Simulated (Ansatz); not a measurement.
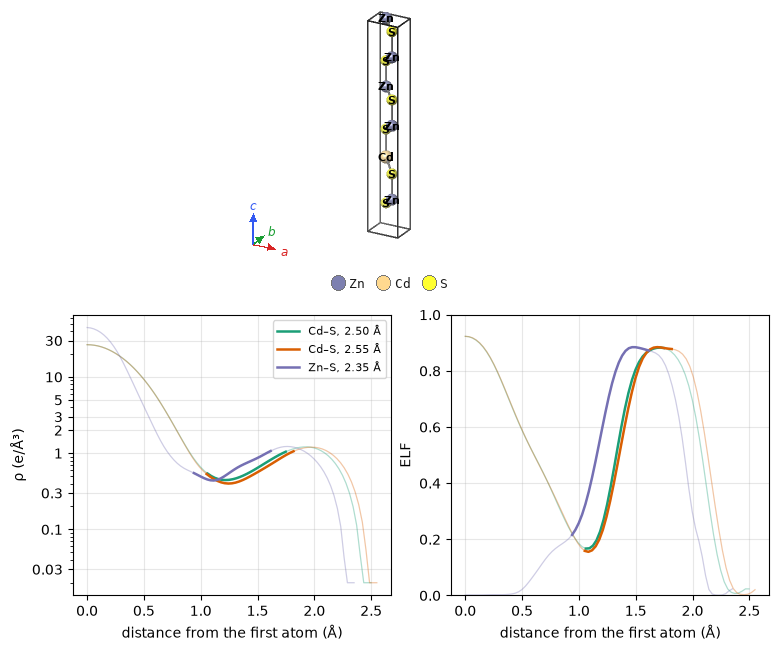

Figure 1: Zn5CdS6. Valence charge density (pseudo) and electron localisation function along straight lines between neighbouring atoms. Thin, pale parts lie inside the atomic spheres. The structure is drawn too.

Space group P3m1; a structure generated by program, which may or may not match a known phase; computed pressure about −6 GPa in this cell.

The calculation used Ansatz, DFT LDA, scalar-relativistic, plane waves, PAW.

Core electrons are frozen (PAW), and the valence fields are smoothed inside the atomic spheres.

Input

```
crystal:
  lattice:
    - [3.8936491629, 0.0, 0.0]
    - [-1.9468245815, 3.3719990885, 0.0]
    - [0.0, 0.0, 19.27717031]
  atoms:
    - { symbol: Zn, position: [0.3333333333, 0.6666666667, 0.9958812979] }
    - { symbol: Zn, position: [0.3333333333, 0.6666666667, 0.6710020844] }
    - { symbol: Zn, position: [0.6666666667, 0.3333333333, 0.1579405223] }
    - { symbol: Zn, position: [0.6666666667, 0.3333333333, 0.5086136927] }
    - { symbol: Zn, position: [0.6666666667, 0.3333333333, 0.8334316935] }
    - { symbol: Cd, position: [0.3333333333, 0.6666666667, 0.336205113] }
    - { symbol: S, position: [0.3333333333, 0.6666666667, 0.1183145243] }
    - { symbol: S, position: [0.3333333333, 0.6666666667, 0.4684687018] }
    - { symbol: S, position: [0.3333333333, 0.6666666667, 0.793435121] }
    - { symbol: S, position: [0.6666666667, 0.3333333333, 0.2798172435] }
    - { symbol: S, position: [0.6666666667, 0.3333333333, 0.6310326838] }
    - { symbol: S, position: [0.6666666667, 0.3333333333, 0.9558573219] }
basis:
  ecutwfc: 420
kpoints:
  mp_grid: { grid: [12, 12, 2] }
  band_path:
    path:
      - [[0.0, 0.0, 0.0], [0.5, 0.0, 0.0], [0.33333333, 0.33333333, 0.0], [0.0, 0.0, 0.0], [0.0, 0.0, 0.5], [0.5, 0.0, 0.5], [0.33333333, 0.33333333, 0.5], [0.0, 0.0, 0.5]]
      - [[0.5, 0.0, 0.5], [0.5, 0.0, 0.0]]
      - [[0.33333333, 0.33333333, 0.5], [0.33333333, 0.33333333, 0.0]]
    npoints: 10
hamiltonian:
  xc: lda
scf:
  occupations: { method: gaussian, width: 0.02 }
  n_extra_bands: 30
output:
  forces: true
  stress: true
  eigenvalues: true
  populations: true
  dos: { projected: true, de: 0.02, nscf_kmesh: { grid: [18, 18, 3] } }
  bader: false
  write_density: true
  write_potential: true
  elf: true
  volumetric_format: npy
```

Launched as:

```sh
ansatz run input.yaml --threads 4 --pin off --max-ram 8192MiB --backend cpu --events-out ev --progress --plain --runs-dir out
```

Below, planes, directions and counts refer to the conventional cell (a = 3.89 Å, b = 3.89 Å, c = 19.28 Å, α = 90.00°, β = 90.00°, γ = 120.00°).

Question: What can be read from the curves?

Answer: Cd–S (2.50 Å): ρ at the midpoint is about 0.45 e/Å³; the ELF peaks at about 0.90 in the valence shell of S, 0.8 Å from its nucleus, and is about 0.30 at the midpoint.
Cd–S (2.55 Å): ρ is about 0.4 e/Å³ halfway; the ELF peaks at about 0.90 in the valence shell of S, 0.9 Å from its nucleus, and is about 0.35 at the midpoint.
Zn–S (2.35 Å): ρ is about 0.47 e/Å³ halfway; the ELF peaks at about 0.90 in the valence shell of S, 0.9 Å from its nucleus, and is about 0.55 at the midpoint.
